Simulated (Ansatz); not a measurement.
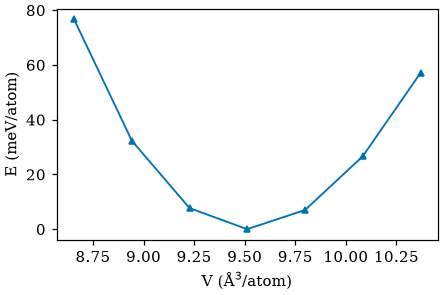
*HfB$_{2}$ in space group P6/mmm (No. 191; Hf on 1a, B on 2d) under volume change, DFT-LDA in the program Ansatz with PAW potentials, shape and atoms relaxed at each volume.*

What does a third-order Birch–Murnaghan fit give for V₀, B₀ and B′?

V₀ = 9.51 Å³/atom, B₀ = 273 GPa, B′ = 3.9.

Symmetry was held in the LDA relaxation; of distortions, only those at the zone centre were tested. The run is not spin-polarised. Scalar-relativistic: spin–orbit coupling is off unless named, which matters more the heavier the elements.

Potentials: the later of the program's two PAW sets.
